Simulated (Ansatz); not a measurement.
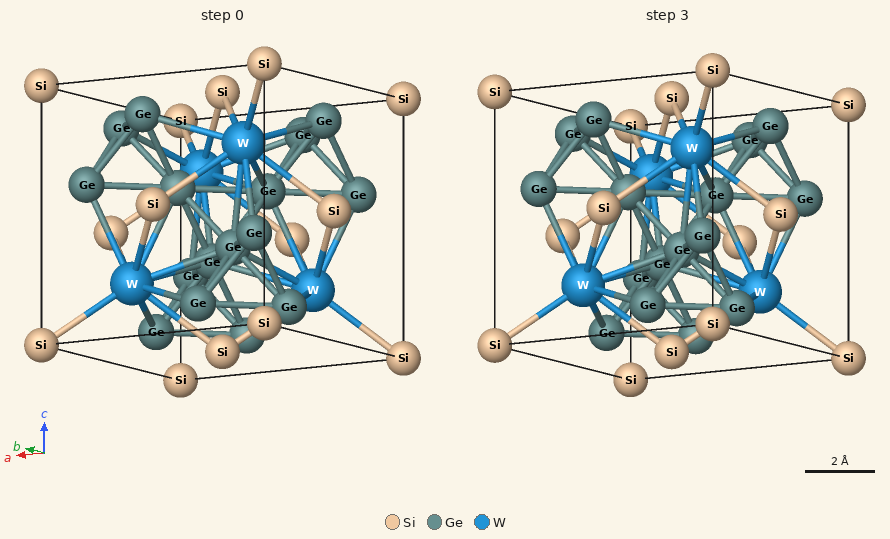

The structure of solid SiGe$_{4}$W (a generated structure, set up in F-43m) (coarse preliminary run) before (left) and after (right) a relaxation, at one scale.

Style: ball-and-stick. Shown: the conventional cell (4 times the calculation's cell), from a free direction. Lengths and directions refer to the drawn axes.

Method: Ansatz, DFT PBE, scalar-relativistic, plane waves, PAW. Settings: plane-wave cutoff 420 eV; k-point mesh 4 × 4 × 4; occupations gaussian; smearing width 0.1 eV; no spin polarisation; cell and atoms relaxed; force threshold 0.04 eV/Å; at most 70 steps.

**What changed between the two?**

The largest moves relative to the cell, 0.009 Å, are those of Ge atoms. W and Si stay in place. Cell: a = b = c 7.707 → 7.530 Å (−2.3 %). Volume −6.7 %. Near-neighbour distances that change, for instance: Ge–Ge 2.716 → 2.639 Å, Si–W 3.337 → 3.260 Å, Ge–W 3.194 → 3.119 Å, Ge–Ge 2.733 → 2.685 Å. The space group stays F-43m (No. 216). After 2 accepted moves (3 points after the start) the energy has fallen by 26.8 meV per atom. The largest force component goes from 0.17 to 0.0041 eV/Å. Pressure: −5.83 GPa at the start and −0.26 GPa at the end. The SCF was repeated once at an unchanged geometry on a basis and grid sized afresh for the cell, which shifted the energy by 0.3 meV per atom at most. Cost: 8.2 s on 1 thread of Intel(R) Xeon(R) Gold 6455B (Sapphire Rapids) (shared host), peak memory 0.41 GiB.
